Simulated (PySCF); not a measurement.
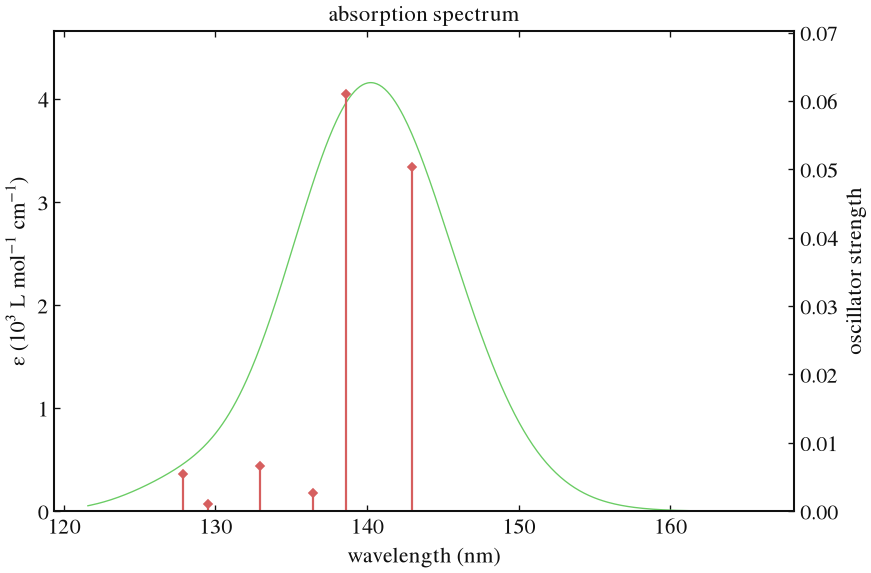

Vertical TDDFT excitations, PBE0/def2-SVPD in PySCF 2.14.0, at a GFN2-xTB geometry (no frequency check), gas phase. The lowest 6 singlet states are shown; each is broadened by a Gaussian of 1/e half-width 0.40 eV. Sticks give oscillator strengths (right axis).

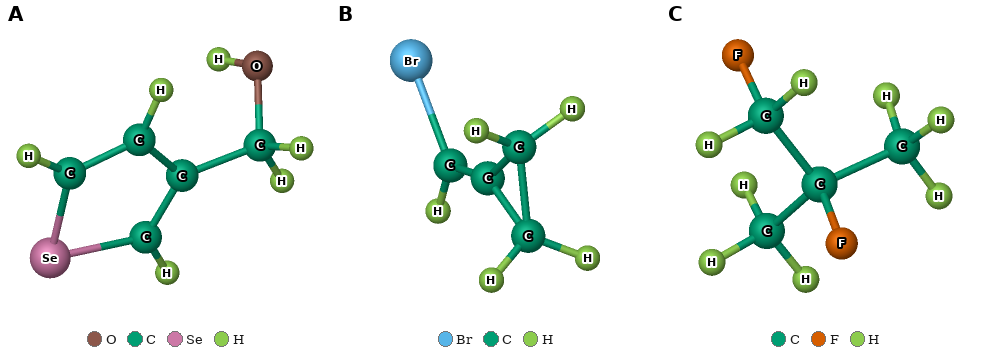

> Whose absorption spectrum is this? The candidates are drawn in the second picture.

Structure C, C₄H₈F₂, SMILES CC(C)(F)CF. Its lowest singlet lies at 8.67 eV (f = 0.050) and the brightest of those computed is S2 at 8.94 eV (139 nm), f = 0.061, mainly HOMO−1 → LUMO (93 %).

Note: states above the negative HOMO energy depend on the basis; the tight-binding geometry is rougher than a DFT one and adds to the error; one conformer of a flexible molecule; core orbitals are frozen in the response.
